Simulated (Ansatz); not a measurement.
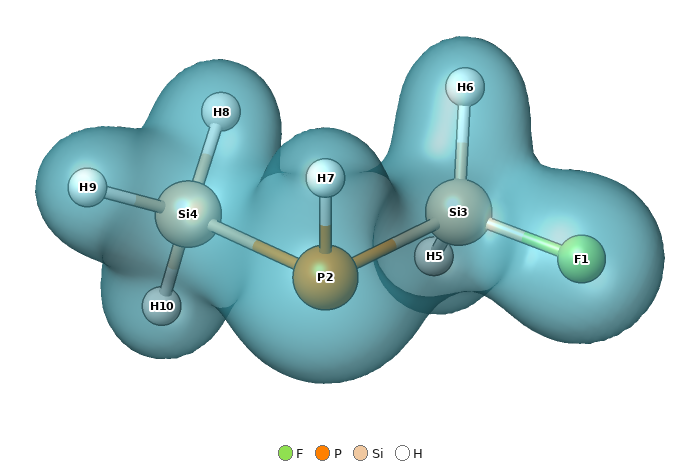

Figure 1: FH$_{6}$PSi$_{2}$. Isosurface of the total electron density at 0.2 e/Å³ (cyan), seen from one side.

Geometry: PBE-D3(BJ)/def2-SVP.

Theory: isolated molecule in a Gaussian basis; Kohn-Sham density functional theory, functional PBE0 in Ansatz 0.2.0.

```xyz
10

F    -0.4926   -0.2133    3.1718
P    -0.3572    1.3802    0.3761
Si   -1.2211   -0.2416    1.7014
Si   -1.9990    1.0441   -1.1736
H    -2.6818    0.0557    1.8946
H    -1.0343   -1.6192    1.1331
H     0.5720    0.4864   -0.2695
H    -2.5068   -0.3763   -1.2147
H    -1.4520    1.4055   -2.5253
H    -3.1443    1.9497   -0.8233
```

### What does this surface tell about the bonding?

At this value the surface is in one piece. It bridges the sampled Si–F (1.64 Å), Si–P (2.27 Å), P–H (1.44 Å) and Si–H (1.50 Å) contacts, where the density stays above the isovalue. On the grid the lowest density along these lines, outside the cores, is 0.92 e/Å³ (Si–F, 1.64 Å), 0.65 e/Å³ (Si–P, 2.27 Å), 1 e/Å³ (P–H, 1.44 Å) and 0.79 e/Å³ (Si–H, 1.50 Å).
